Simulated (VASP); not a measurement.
Band structure of BN (zinc blende). Level of theory: vdW-DF-cx, VASP's PBE PAW potentials (set 64) (plane waves; VASP).

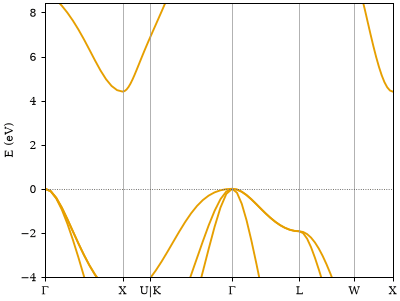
*Bands along high-symmetry lines, zero at the valence-band maximum or, without a gap, the Fermi level*

Task: Read the plot: is there a gap, and where are the band edges?

Result: The gap is indirect, 4.41 eV, from the valence maximum at Γ to the conduction minimum at X. (Edges off the drawn lines would not show.)

Measured: gap 6.20 eV at 300 K (computed value off by -1.79 eV), as given by arXiv:1206.3780.

The compound is BN in the zinc blende structure. It was relaxed first.
